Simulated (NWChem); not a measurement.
## Run report: BH₃Cl (charge −1), energy and gradient calculation (part 1 of 3)

System: BH₃Cl, charge −1, SMILES [H][B-]([H])([H])Cl.
Method: B3LYP/6-31G*, RKS (NWChem 7.3.0).

The geometry comes from this level: GFN2-xTB.

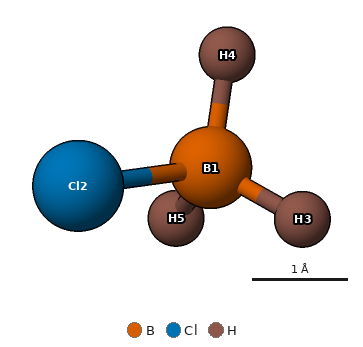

Fig. 1: The input geometry (ball-and-stick view, seen at a tilt; atoms are numbered from 1 in the order of the input). Bond lengths as drawn: B–Cl 1.87 Å and B–H 1.21 Å.

Key numbers

- outcome: converged
- total energy: −486.915919 hartree
- basis functions: 38
- largest force: 1.570 eV/Å
- HOMO: −1.05 eV
- LUMO: 8.74 eV
- hardware: 1 thread of Intel Xeon (Granite Rapids), 64 GiB of memory available, shared host
- wall time: 6 s
- peak memory: 0.12 GiB

The record of the run, not the program, notes: grid integrates the density poorly.

Input file
```
start test
title "BClH3 gradient"
memory total 2200 mb
charge -1
geometry units angstroms noautosym nocenter noautoz
   B       -0.001280       0.001630      -0.167010
   Cl       0.013600      -0.021140       1.707330
   H        1.152300       0.011380      -0.522240
   H       -0.586640       1.005700      -0.497000
   H       -0.577980      -0.997580      -0.521080
end
basis "ao basis" spherical bse
   * library 6-31G*
end
dft
   xc b3lyp
   grid xfine
   convergence energy 1e-08
   maxiter 100
   mulliken
end
task dft gradient
```

Launch command:
```bash
nwchem test.nw > test.out
```

Output
```
Northwest Computational Chemistry Package (NWChem) 7.3.0
             --------------------------------------------------------

           Job information
           ---------------

    nwchem branch   = 7.3.0
    use scalapack   = T
    input           = test.nw
    prefix          = test.
    data base       = ./test.db
    status          = startup
    nproc           =        1

           Memory information
           ------------------

    heap     =     72089596 doubles =      550.0 Mbytes
    stack    =     72089601 doubles =      550.0 Mbytes
    global   =    144179200 doubles =     1100.0 Mbytes (distinct from heap & stack)
    total    =    288358397 doubles =     2200.0 Mbytes
    verify   = yes
    hardfail = no

           Directory information
           ---------------------

  0 permanent = .
  0 scratch   = .

                                NWChem Input Module
                                -------------------

                                  BClH3 gradient
                                  --------------

 Scaling coordinates for geometry "geometry" by  1.889725989
 (inverse scale =  0.529177249)

                             Geometry "geometry" -> ""
                             -------------------------

 Output coordinates in angstroms (scale by  1.889725989 to convert to a.u.)

  No.       Tag          Charge          X              Y              Z
 ---- ---------------- ---------- -------------- -------------- --------------
    1 B                    5.0000    -0.00128000     0.00163000    -0.16701000
    2 Cl                  17.0000     0.01360000    -0.02114000     1.70733000
    3 H                    1.0000     1.15230000     0.01138000    -0.52224000
    4 H                    1.0000    -0.58664000     1.00570000    -0.49700000
    5 H                    1.0000    -0.57798000    -0.99758000    -0.52108000

      Atomic Mass
      -----------

      B                 11.009310
      Cl                34.968850
      H                  1.007825

 Effective nuclear repulsion energy (a.u.)      42.1397244904

            Nuclear Dipole moment (a.u.)
            ----------------------------
        X                 Y               Z
 ---------------- ---------------- ----------------
     0.4015289781    -0.6268788022    50.3597614039

            XYZ format geometry
            -------------------
     5
 geometry
 B                    -0.00128000     0.00163000    -0.16701000
 Cl                    0.01360000    -0.02114000     1.70733000
 H                     1.15230000     0.01138000    -0.52224000
 H                    -0.58664000     1.00570000    -0.49700000
 H                    -0.57798000    -0.99758000    -0.52108000

 ==============================================================================
                                internuclear distances
 ------------------------------------------------------------------------------
       center one      |      center two      | atomic units |  angstroms
 ------------------------------------------------------------------------------
    2 Cl               |   1 B                |     3.54236  |     1.87454
    3 H                |   1 B                |     2.28104  |     1.20708
    4 H                |   1 B                |     2.28313  |     1.20818
    5 H                |   1 B                |     2.28052  |     1.20680
 ------------------------------------------------------------------------------
                         number of included internuclear distances:          4
 ==============================================================================

 ==============================================================================
                                 internuclear angles
 ------------------------------------------------------------------------------
        center 1       |       center 2       |       center 3       |  degrees
 ------------------------------------------------------------------------------
    2 Cl               |   1 B                |   3 H                |   106.66
    2 Cl               |   1 B                |   4 H                |   106.68
    2 Cl               |   1 B                |   5 H                |   106.68
    3 H                |   1 B                |   4 H                |   112.08
    3 H                |   1 B                |   5 H                |   112.15
    4 H                |   1 B                |   5 H                |   112.11
 ------------------------------------------------------------------------------
                            number of included internuclear angles:          6
 ==============================================================================

 Summary of "ao basis" -> "" (spherical)
 ------------------------------------------------------------------------------
       Tag                 Description            Shells   Functions and Types
 ---------------- ------------------------------  ------  ---------------------
 *                           6-31G*                   on all atoms

                                 NWChem DFT Module
                                 -----------------

                                  BClH3 gradient

                      Basis "ao basis" -> "ao basis" (spherical)
                      -----
  [basis functions not shown]

 Summary of "ao basis" -> "ao basis" (spherical)
 ------------------------------------------------------------------------------
       Tag                 Description            Shells   Functions and Types
 ---------------- ------------------------------  ------  ---------------------
 B                           6-31G*                  6       14   3s2p1d
 Cl                          6-31G*                  8       18   4s3p1d
 H                           6-31G*                  2        2   2s

 Summary of "ao basis" -> "ao basis" (spherical)
 ------------------------------------------------------------------------------
       Tag                 Description            Shells   Functions and Types
 ---------------- ------------------------------  ------  ---------------------
 B                           6-31G*                  6       14   3s2p1d
 Cl                          6-31G*                  8       18   4s3p1d
 H                           6-31G*                  2        2   2s

  Caching 1-el integrals
  itol2e modified to match energy
  convergence criterion.
  tol_rho modified to match energy
  convergence criterion.

            General Information
            -------------------
          SCF calculation type: DFT
          Wavefunction type:  closed shell.
          No. of atoms     :     5
          No. of electrons :    26
           Alpha electrons :    13
            Beta electrons :    13
          Charge           :    -1
          Spin multiplicity:     1
          Use of symmetry is: off; symmetry adaption is: off
          Maximum number of iterations: 100
          AO basis - number of functions:    38
                     number of shells:    20
          Convergence on energy requested:  1.00D-08
          Convergence on density requested:  1.00D-05
          Convergence on gradient requested:  5.00D-04

              XC Information
              --------------
                         B3LYP Method XC Potential
                     Hartree-Fock (Exact) Exchange  0.200
                        Slater Exchange Functional  0.800 local
                    Becke 1988 Exchange Functional  0.720 non-local
              Lee-Yang-Parr Correlation Functional  0.810
                  VWN I RPA Correlation Functional  0.190 local

             Grid Information
             ----------------
          Grid used for XC integration:  xfine
          Radial quadrature: Mura-Knowles
          Angular quadrature: Lebedev.
          Tag              B.-S. Rad. Rad. Pts. Rad. Cut. Ang. Pts.
          ---              ---------- --------- --------- ---------
          B                   0.85      100           8.0      1454
          Cl                  1.00      125           8.0      1454
          H                   0.35      100           8.0      1202
          Grid pruning is: on
          Number of quadrature shells:   525
          Spatial weights used:  Erf1

          Convergence Information
          -----------------------
          Convergence aids based upon iterative change in
          total energy or number of iterations.
          Levelshifting, if invoked, occurs when the
          HOMO/LUMO gap drops below (HL_TOL):  1.00D-02
          DIIS, if invoked, will attempt to extrapolate
          using up to (NFOCK): 10 stored Fock matrices.

                    Damping( 0%)  Levelshifting(0.5)       DIIS
                  --------------- ------------------- ---------------
          dE  on:    start            ASAP                start
          dE off:    2 iters        100 iters           100 iters

      Screening Tolerance Information
      -------------------------------
          Density screening/tol_rho:  1.00D-11
          AO Gaussian exp screening on grid/accAOfunc:  18
          CD Gaussian exp screening on grid/accCDfunc:  20
          XC Gaussian exp screening on grid/accXCfunc:  20
          Schwarz screening/accCoul:  1.00D-09

      Superposition of Atomic Density Guess
      -------------------------------------

 Sum of atomic energies:        -485.47136861

 Renormalizing density from      25.00 to     26

      Non-variational initial energy
      ------------------------------

 Total energy =    -497.770259
 1-e energy   =    -782.575053
 2-e energy   =     242.665070
 HOMO         =       0.032904
 LUMO         =       0.453652

   Time after variat. SCF:      0.1

     ---------------------------------------------
      Total Density - Mulliken Population Analysis
     ---------------------------------------------

    Atom       Charge   Shell Charges
 -----------   ------   -------------------------------------------------------
    1 B    5     5.08   2.00  0.55  1.20  0.54  0.75  0.05
    2 Cl  17    17.33   2.00  2.00  5.95  1.12  2.82  0.81  2.63  0.01
    3 H    1     1.20   0.52  0.68
    4 H    1     1.20   0.52  0.68
    5 H    1     1.20   0.52  0.68
   Time prior to 1st pass:      0.1

 Grid_pts file          = ./test.gridpts.0
 Record size in doubles =  12289        No. of grid_pts per rec  =   3070
 Max. records in memory =    275        Max. recs in file   = *********

 Grid integrated density:      26.000000576324
 Requested integration accuracy:   0.10E-07

           Memory utilization after 1st SCF pass:
           Heap Space remaining (MW):       35.15            35152964
          Stack Space remaining (MW):       72.09            72089228

   convergence    iter        energy       DeltaE   RMS-Dens  Diis-err    time
 ---------------- ----- ----------------- --------- --------- ---------  ------
 d= 0,ls=0.0,diis     1   -486.7468546043 -5.29D+02  5.12D-02  1.22D+00     0.7
 Grid integrated density:      26.000000566894
 Requested integration accuracy:   0.10E-07
 d= 0,ls=0.0,diis     2   -486.7978668166 -5.10D-02  2.58D-02  7.25D-01     1.2
 Grid integrated density:      26.000000579348
 Requested integration accuracy:   0.10E-07
 d= 0,ls=0.0,diis     3   -486.9154891071 -1.18D-01  1.32D-03  2.75D-03     1.7
 Grid integrated density:      26.000000593826
 Requested integration accuracy:   0.10E-07
 d= 0,ls=0.0,diis     4   -486.9159076111 -4.19D-04  2.12D-04  6.36D-05     2.2
 d= 0,ls=0.0,diis     5   -486.9159186373 -1.10D-05  5.82D-05  4.92D-06     2.7
 d= 0,ls=0.0,diis     6   -486.9159193378 -7.00D-07  2.06D-05  6.45D-07     3.2
 d= 0,ls=0.0,diis     7   -486.9159194348 -9.70D-08  2.01D-06  3.03D-09     3.7
 d= 0,ls=0.0,diis     8   -486.9159194353 -5.09D-10  1.32D-07  1.87D-11     4.2

         Total DFT energy =     -486.915919435292
      One electron energy =     -760.684588976343
           Coulomb energy =      265.375689903651
    Exchange-Corr. energy =      -33.746744852961
 Nuclear repulsion energy =       42.139724490361

 Numeric. integr. density =       26.000000002652

     Total iterative time =      4.1s

                       DFT Final Molecular Orbital Analysis
                       ------------------------------------

 Vector    1  Occ=2.000000D+00  E=-1.012585D+02
              MO Center=  1.4D-02, -2.1D-02,  1.7D+00, r^2= 3.1D-03
   Bfn.  Coefficient  Atom+Function         Bfn.  Coefficient  Atom+Function
  ----- ------------  ---------------      ----- ------------  ---------------
    15      0.996489  2 Cl s

 Vector    2  Occ=2.000000D+00  E=-9.191166D+00
              MO Center=  1.4D-02, -2.1D-02,  1.7D+00, r^2= 6.6D-02
   Bfn.  Coefficient  Atom+Function         Bfn.  Coefficient  Atom+Function
  ----- ------------  ---------------      ----- ------------  ---------------
    16      1.027626  2 Cl s                 15     -0.285744  2 Cl s
    20      0.039565  2 Cl s

 Vector    3  Occ=2.000000D+00  E=-6.951019D+00
              MO Center=  1.4D-02, -2.1D-02,  1.7D+00, r^2= 5.8D-02
   Bfn.  Coefficient  Atom+Function         Bfn.  Coefficient  Atom+Function
  ----- ------------  ---------------      ----- ------------  ---------------
    19      0.990454  2 Cl pz                23      0.030199  2 Cl pz

 Vector    4  Occ=2.000000D+00  E=-6.946260D+00
              MO Center=  1.4D-02, -2.1D-02,  1.7D+00, r^2= 5.8D-02
   Bfn.  Coefficient  Atom+Function         Bfn.  Coefficient  Atom+Function
  ----- ------------  ---------------      ----- ------------  ---------------
    18      0.938412  2 Cl py                17     -0.318143  2 Cl px
    22      0.027165  2 Cl py

 Vector    5  Occ=2.000000D+00  E=-6.946260D+00
              MO Center=  1.4D-02, -2.1D-02,  1.7D+00, r^2= 5.8D-02
   Bfn.  Coefficient  Atom+Function         Bfn.  Coefficient  Atom+Function
  ----- ------------  ---------------      ----- ------------  ---------------
    17      0.938482  2 Cl px                18      0.318221  2 Cl py
    21      0.027167  2 Cl px

 Vector    6  Occ=2.000000D+00  E=-6.479647D+00
              MO Center= -1.3D-03,  1.6D-03, -1.7D-01, r^2= 4.1D-02
   Bfn.  Coefficient  Atom+Function         Bfn.  Coefficient  Atom+Function
  ----- ------------  ---------------      ----- ------------  ---------------
     1      0.995162  1 B  s                  2      0.041200  1 B  s
     6     -0.039176  1 B  s

 Vector    7  Occ=2.000000D+00  E=-5.615479D-01
              MO Center=  1.2D-02, -1.9D-02,  1.5D+00, r^2= 9.0D-01
   Bfn.  Coefficient  Atom+Function         Bfn.  Coefficient  Atom+Function
  ----- ------------  ---------------      ----- ------------  ---------------
    20      0.716760  2 Cl s                 16     -0.369105  2 Cl s
    24      0.315546  2 Cl s                  2      0.081420  1 B  s
    15      0.081408  2 Cl s                  5      0.072917  1 B  pz
    23     -0.060669  2 Cl pz                 1     -0.050634  1 B  s
     6      0.043733  1 B  s

 Vector    8  Occ=2.000000D+00  E=-2.662203D-01
              MO Center=  1.4D-03, -2.5D-03,  1.4D-01, r^2= 2.2D+00
   Bfn.  Coefficient  Atom+Function         Bfn.  Coefficient  Atom+Function
  ----- ------------  ---------------      ----- ------------  ---------------
     2      0.297738  1 B  s                 23     -0.265072  2 Cl pz
     6      0.200650  1 B  s                 20     -0.193718  2 Cl s
     1     -0.178622  1 B  s                 33      0.139189  3 H  s
    35      0.138888  4 H  s                 37      0.139258  5 H  s
    24     -0.129914  2 Cl s                 34      0.116125  3 H  s

 Vector    9  Occ=2.000000D+00  E=-1.202804D-01
              MO Center=  4.6D-02, -1.8D-01,  5.5D-01, r^2= 2.4D+00
   Bfn.  Coefficient  Atom+Function         Bfn.  Coefficient  Atom+Function
  ----- ------------  ---------------      ----- ------------  ---------------
    21      0.347290  2 Cl px                22      0.276297  2 Cl py
     3      0.222391  1 B  px                25      0.199303  2 Cl px
    38     -0.196405  5 H  s                  4      0.176924  1 B  py
    37     -0.172747  5 H  s                 34      0.165701  3 H  s
    26      0.158560  2 Cl py                33      0.145767  3 H  s
```
